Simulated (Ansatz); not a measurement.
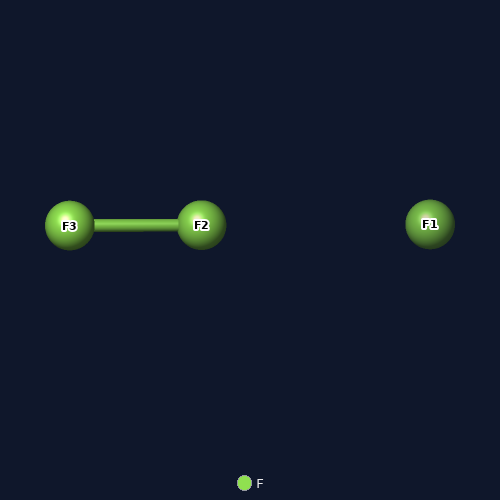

The system is F + F₂, spin multiplicity 2; the picture shows the reference structure. First axis: distance F1–F2. Second axis: distance F2–F3. Nothing is relaxed (the angle F1–F2–F3 is fixed at 180 degrees). The grid has 10 × 10 points; 43 points were computed and 35 follow by symmetry. At 22 points there is no value. All energies are given in kJ/mol relative to the lowest grid point. In part of the range the unrestricted reference is strongly spin-contaminated. Level of theory: UHF-MP2, frozen core/def2-TZVPD (Ansatz).

Its coordinates:

```json
{"atom": "F", "x (Å)": "-2.3330", "y (Å)": "0.0000", "z (Å)": "0.0000"}
{"atom": "F", "x (Å)": "0.0000", "y (Å)": "0.0000", "z (Å)": "0.0000"}
{"atom": "F", "x (Å)": "1.3440", "y (Å)": "0.0000", "z (Å)": "0.0000"}
```

Range: distance F1–F2 from 0.960 to 2.560 Å; distance F2–F3 from 0.960 to 2.560 Å.

Question: Predict the map.

Answer: The lowest grid point is at distance F1–F2 = 1.344 Å, distance F2–F3 = 2.333 Å. Other grid points that lie below all their neighbours: distance F1–F2 = 1.344 Å, distance F2–F3 = 1.904 Å (50 kJ/mol higher); distance F1–F2 = 1.904 Å, distance F2–F3 = 1.344 Å (50 kJ/mol higher). The energy also falls towards the edge at distance F1–F2 = 2.560 Å, distance F2–F3 = 2.560 Å (132 kJ/mol above the lowest), where a further well may lie outside the range. The highest grid point, distance F1–F2 = 0.960 Å, distance F2–F3 = 0.960 Å, lies 3400 kJ/mol above the lowest.

```csv
"distance F2–F3 ↓, distance F1–F2 →",0.960,1.052,1.186,1.344,1.518,1.705,1.904,2.114,2.333,2.560
2.560,930,–,92,–,129,–,140,–,134,132
2.333,933,438,96,0,132,147,143,139,136,134
2.114,944,–,106,–,137,–,146,–,139,–
1.904,972,476,132,50,149,157,151,146,143,140
1.705,1039,–,191,–,171,–,157,–,147,144
1.518,1182,677,318,220,205,171,149,137,132,129
1.344,1469,–,556,–,220,–,50,–,0,–
1.186,1979,1412,919,556,318,191,132,106,96,92
1.052,2707,–,1412,947,677,–,476,–,438,–
0.960,3400,2707,1979,1469,1182,1039,972,944,933,930
```

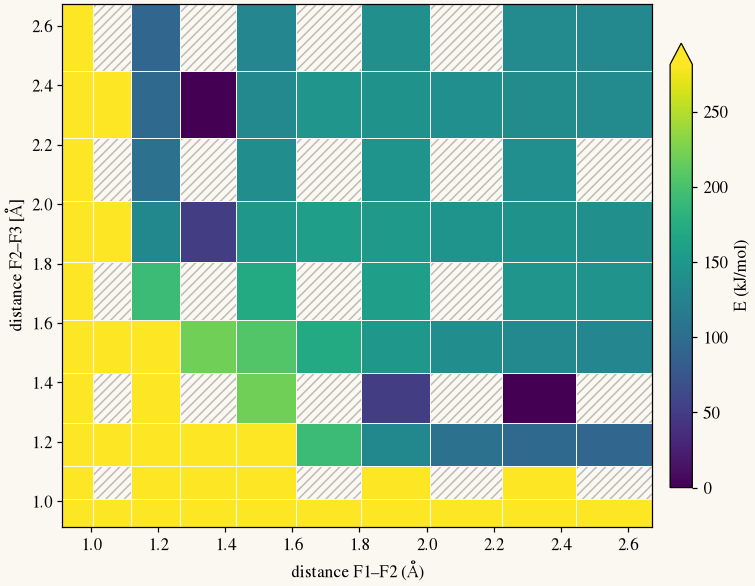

In the figure: one coloured cell a grid point, one colour for all values above the top of the scale, hatched blanks where no value was computed.

Each point was launched as `ansatz run input.yaml --threads 1 --pin off --max-ram 2560MiB --backend cpu --events-out ev --progress --plain --runs-dir out`. The whole map (43 points run) took 14 min on 1 thread of Intel(R) Xeon(R) Platinum 8488C (Sapphire Rapids) (shared host).
